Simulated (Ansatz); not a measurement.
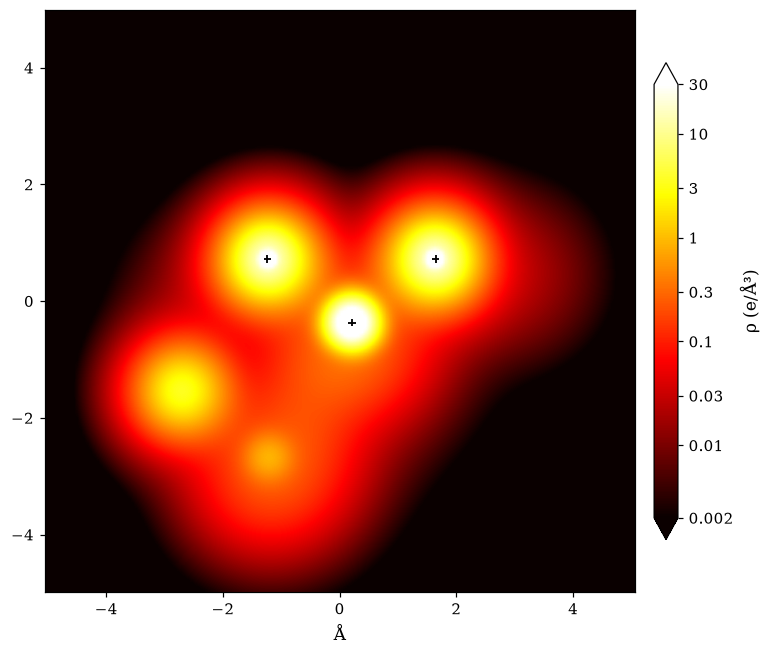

The electron density on a plane through atoms (crosses mark nuclei in the plane).

These are results of Ansatz 0.2.0, UKS PBE0-D4/def2-TZVP, not measurements.

Candidates:
A. Al$_{5}$F$_{3}$ (charge +1, doublet)
B. Al$_{2}$Si (triplet)

### Which system is this?

Candidate A: Al$_{5}$F$_{3}$ on the plane of atoms F7, Al4 and F8, which holds Al and F. Al–F (1.80 Å): ρ is about 0.62 e/Å³ halfway.
